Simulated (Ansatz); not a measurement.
# Calculations on C3H7FO

### Relaxation

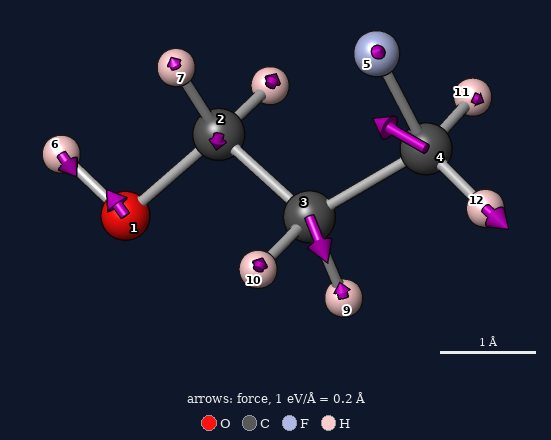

Starting geometry of C₃H₇FO with the computed forces as purple arrows. Style: ball-and-stick. Shown at a tilt.

The run prepares an end point of a later path (torsion) calculation, from a guessed geometry.

Theory: Ansatz, RKS B3LYP-D4/6-31G*. (no spin polarisation; force threshold 0.015 eV/Å; at most 40 steps)

What follows when this structure is relaxed?

It isn't relaxed: the largest force vector, on a C atom, is 3.78 eV/Å. The final displacements follow the starting forces only in part (cosine between the two patterns 0.53). The largest moves after the best rigid fit, 0.070 Å, are those of O and H atoms. By element the largest moves are O 0.070 Å, H 0.069 Å, C 0.056 Å, F 0.039 Å. Among the contacts that change: C–H 1.042 → 1.096 Å, H–O 1.006 → 0.969 Å, C–H 1.130 → 1.098 Å, C–C 1.494 → 1.523 Å. Bond angles that change, for instance: H–C–H 114.9° → 108.6°, H–C–H 101.1° → 107.2°, C–O–H 103.3° → 107.9°. Over 5 geometry steps the energy falls by 0.267 eV. The largest force component goes from 3.5 to 0.015 eV/Å. Cost: 24 s on 1 thread of Intel(R) Xeon(R) Platinum 8488C (Sapphire Rapids), on a shared host, peak memory 0.19 GiB.

### Relaxation

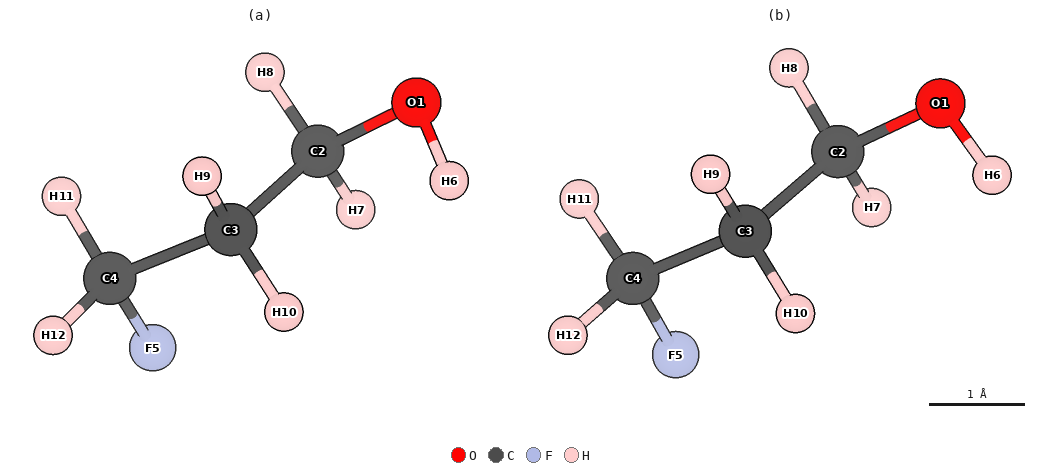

The structure of C3H7FO before (left) and after (right) a relaxation, at one scale.

A ball-and-stick model, seen from a free direction.

The run prepares an end point of a later path (torsion) calculation, from a guessed geometry.

Computed with RKS B3LYP-D4/6-31G* (Ansatz). (no spin polarisation; force threshold 0.015 eV/Å; at most 40 steps)

Q: Describe what moved and what it gained.

A: Over 7 geometry steps the energy falls by 0.302 eV. Largest force component: 2.9 eV/Å at the start, 0.0067 eV/Å at the end. H6 moves most after the best rigid fit: 0.31 Å. Largest moves by element: H 0.31 Å, C 0.09 Å, F 0.08 Å, O 0.04 Å. Among the contacts that change: C4–H12 1.042 → 1.097 Å, O1–H6 1.006 → 0.970 Å, C2–C3 1.494 → 1.530 Å, C3–H9 1.130 → 1.097 Å. Bond angles that change, for instance: H11–C4–H12 114.9° → 108.6°, H9–C3–H10 101.1° → 107.1°, O1–C2–C3 107.7° → 112.5°.

### Path

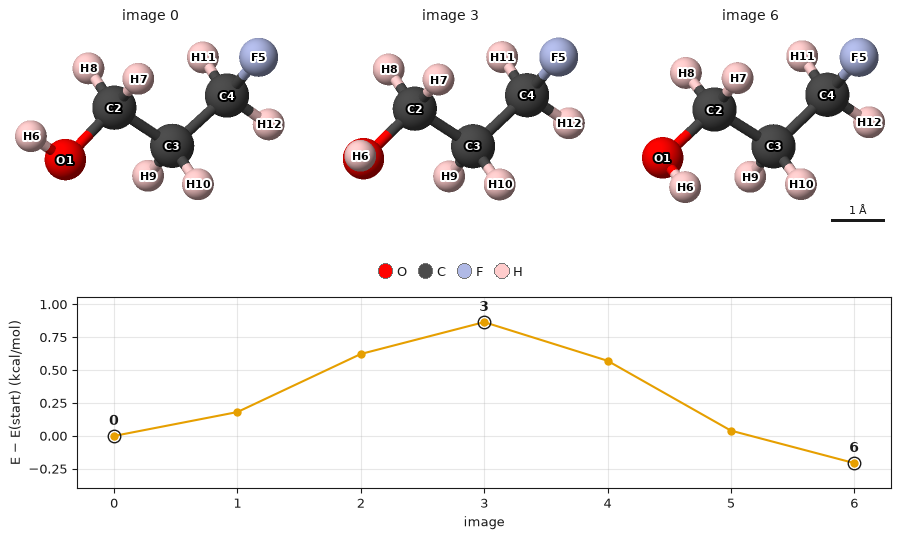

A search for the minimum-energy path of C3H7FO by the nudged elastic band. Images are numbered from 0 (start) to 6 (end). Style: ball-and-stick. Shown at a tilt.

The calculation used RKS B3LYP-D4/6-31G* (Ansatz). Set-up: 5 movable images; climbing image; force threshold 0.03 eV/Å; iteration limit 60; starting path by image-dependent pair potential.

### Describe the mechanism and the energy profile.

The motion is a rotation about the O1–C2 bond by about 110°. No bond forms or breaks between the ends. Bond angles that change up to the highest image, for instance: O1–C2–C3 107.6° → 110.0°, O1–C2–H8 111.3° → 108.9°. The energy climbs by 0.86 kcal/mol to image 3 and then falls by 1.07 kcal/mol, so the end point sits at −0.21 kcal/mol. The band converged in 5 iterations. The largest component of the band force went from 0.61 to 0.025 eV/Å. The climbing image converged on the top of the path. Its vibrational analysis gives one imaginary mode (285i cm⁻¹), as a transition state must have.

The run took 110 s on 1 thread of Intel(R) Xeon(R) Platinum 8488C (Sapphire Rapids), with other jobs on the host, peak memory 0.2 GiB.
